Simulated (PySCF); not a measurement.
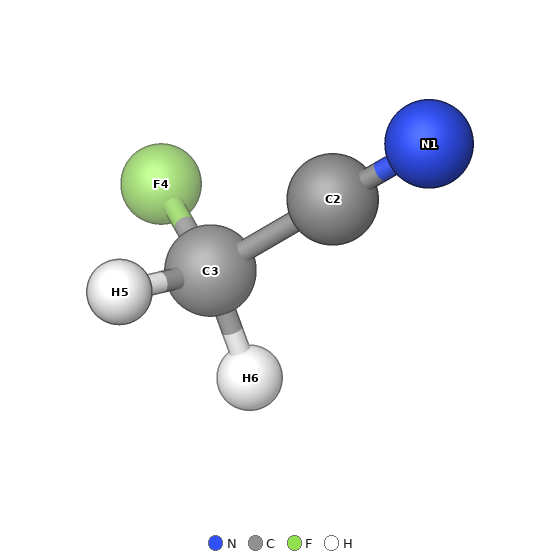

Geometry used (C₂H₂FN (fluoroacetonitrile), SMILES N#CCF).

GIAO shifts, PBE0/IGLO-III with PySCF 2.14.0, at a PBE0-D3(BJ)/def2-SVP geometry (no frequency check), against TMS for ¹³C, NH₃ for ¹⁵N and CFCl₃ for ¹⁹F computed at the same level (¹⁵N: a single molecule, while the usual scales start at liquid NH₃ or nitromethane; multiply bonded nitrogen can come out tens of ppm too deshielded; ¹⁹F: this reference is a hard case for the method, so all values can be off together by tens of ppm, and differences between signals are safer). Gas phase, fully decoupled, line heights follow the number of nuclei, widths are arbitrary (no quadrupolar broadening); values of one conformer, averaged over methyl-type rotors and exact or near symmetry.

Q: How many ¹³C lines appear, and where?

A: 2 signals.


| δ (ppm) | nuclei | atoms |
| --- | --- | --- |
| 121.6 | 1 | C2 |
| 68.5 | 1 | C3 |

Q: How many ¹⁵N lines appear, and where?

A: 1 signal.


| δ (ppm) | nuclei | atoms |
| --- | --- | --- |
| 315.5 | 1 | N1 |

Q: Which ¹⁹F signals does it give?

A: 1 signal.


| δ (ppm) | nuclei | atoms |
| --- | --- | --- |
| −257.9 | 1 | F4 |

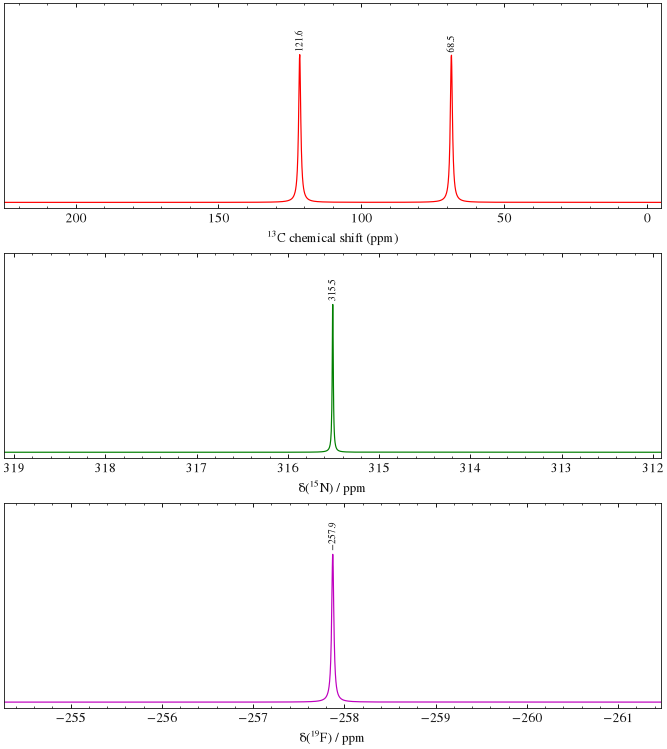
